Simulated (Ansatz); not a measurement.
# BClH2···H (doublet): what the fields show

The calculation's input:

```
crystal:
  periodic: [false, false, false]
  atoms:
    - { symbol: B, position_ang: [0.0, 0.0, -0.080295] }
    - { symbol: Cl, position_ang: [0.0, 1.0e-06, 1.738781] }
    - { symbol: H, position_ang: [1.078262, 0.0, -0.63625] }
    - { symbol: H, position_ang: [-1.078262, 0.0, -0.63625] }
    - { symbol: H, position_ang: [0.0, 0.0, 4.314013] }
magnetization:
  spin_polarized: true
  initial_magnetization: 1
basis:
  gaussian: { orbitals: def2-SVP }
hamiltonian:
  xc: revpbe
  dispersion: d4
relax:
  f_tol: 0.03
  max_steps: 50
output:
  orbitals: {}
```

Command:

```sh
ansatz run input.yaml --threads 1 --pin off --max-ram 2048MiB --backend cpu --events-out ev --progress --plain --runs-dir out
```

The fields are those of the relaxed geometry.

Computed with Ansatz 0.2.0, UKS revPBE-D4/def2-SVP.

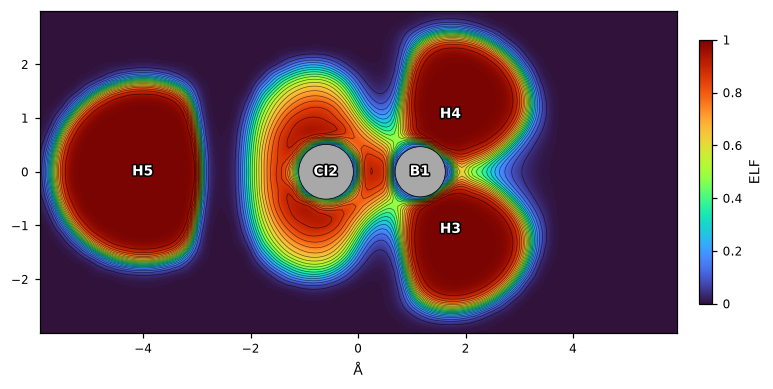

Figure 1. Electron localisation function on the molecular plane. Grey discs cover the atomic cores.

### What do the fields say about this system?

Atoms in the plane: B, Cl and H.
B–Cl (1.75 Å): the ELF peaks at about 0.90 between the atoms; a polar covalent bond.
B–H (1.21 Å): the ELF climbs to about 1 towards the hydrogen, as it does in any bond to H: a covalent bond by its length.
The ELF also peaks beside Cl2, away from the bonds: non-bonding electrons, paired or unpaired.

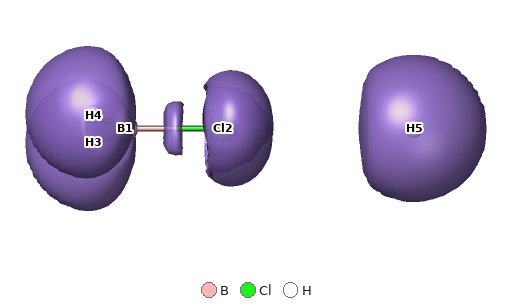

Figure 2. Isosurface of the electron localisation function at 0.85 (purple), seen from one side. Only the valence region is drawn (cores and ρ < 0.01 e/Å³ removed).

### What do the ELF domains correspond to?

The surface consists of one region between bonded B–Cl atoms (shared pairs), three regions around hydrogen nuclei and one ring or bowl of non-bonding electrons around Cl.

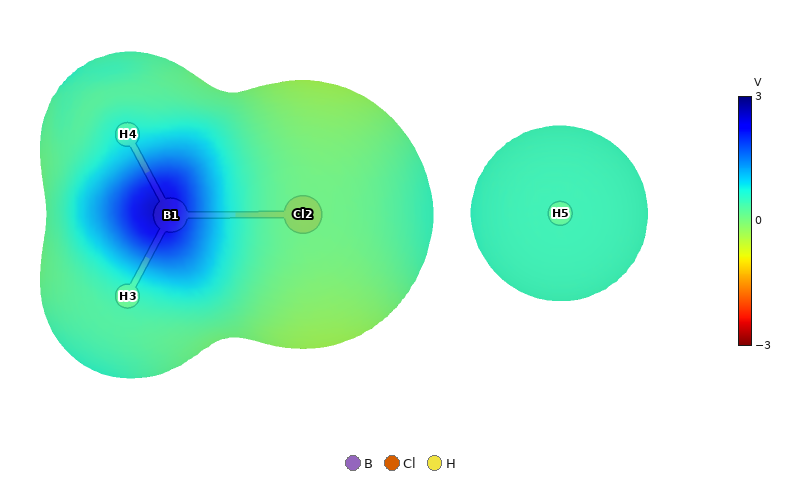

Figure 3. The molecular electrostatic potential painted on the density surface at 0.004 e/bohr³, seen across its widest extent; red is negative and blue positive.

### Where is the surface potential most negative and most positive?

The most negative region (about −0.3 V, or −7 kcal/mol for a unit charge) lies over Cl2, the most positive (about +2.4 V, or +55 kcal/mol for a unit charge) over B1.

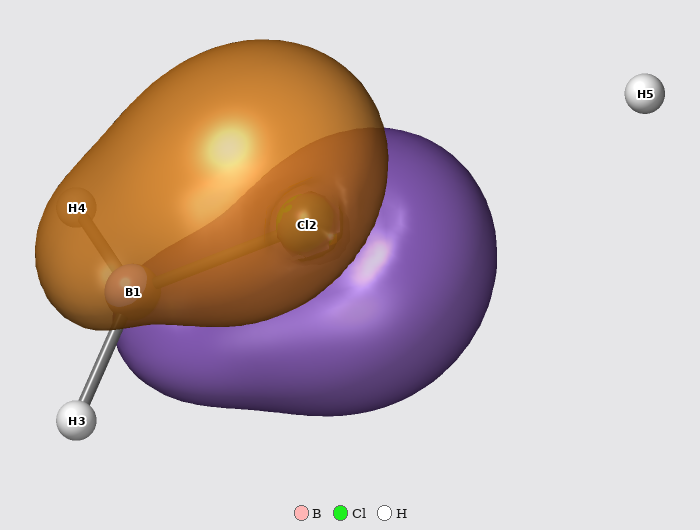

Figure 4. The HOMO−1 (β) at ±0.1 Å⁻³ᐟ² (orange and purple are the two phases), seen at a tilt.

### Describe this orbital and give its energy.

It lies mainly on Cl2 (about 85 %) and B1 (about 15 %); it changes sign across the molecular plane (π type). Its energy is −8.66 eV.
